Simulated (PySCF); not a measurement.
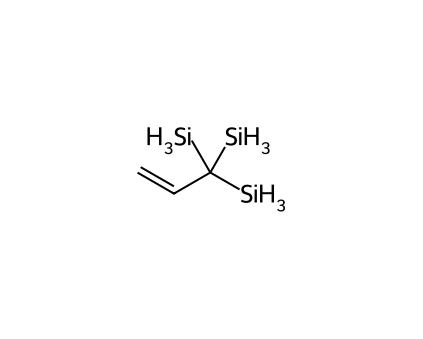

The drawing above gives the connectivity. Computed geometry: PBE0-D3(BJ)/def2-SVP optimisation. No frequency run is at hand to confirm it as a minimum.

Describe the 3D structure.

Formula C3H12Si3. SMILES: `C=CC([SiH3])([SiH3])[SiH3]`. It has no ring. Among its groups: alkene, Si–H bond. This geometry has Cs symmetry. Coordination: 2 C trigonal planar; 1 C tetrahedral; 3 Si tetrahedral.

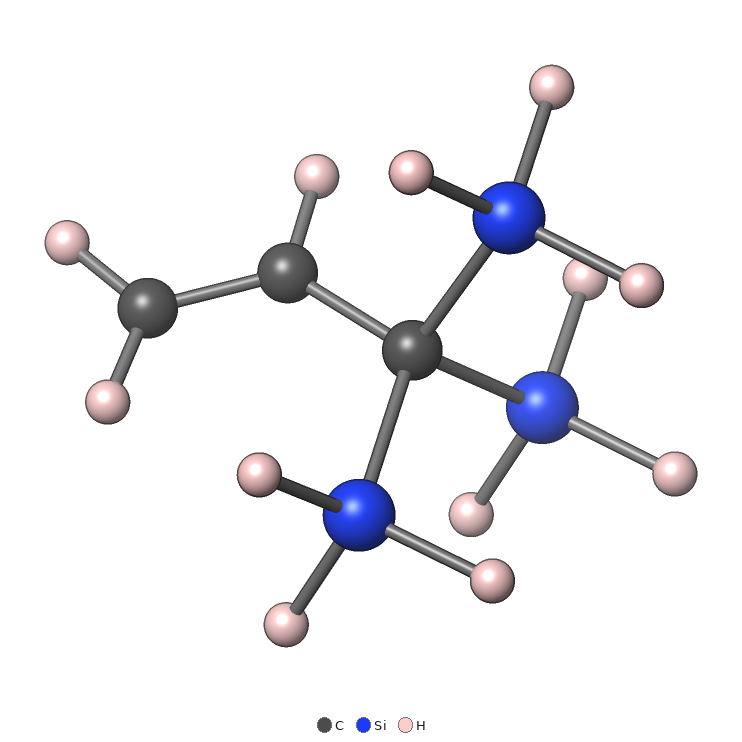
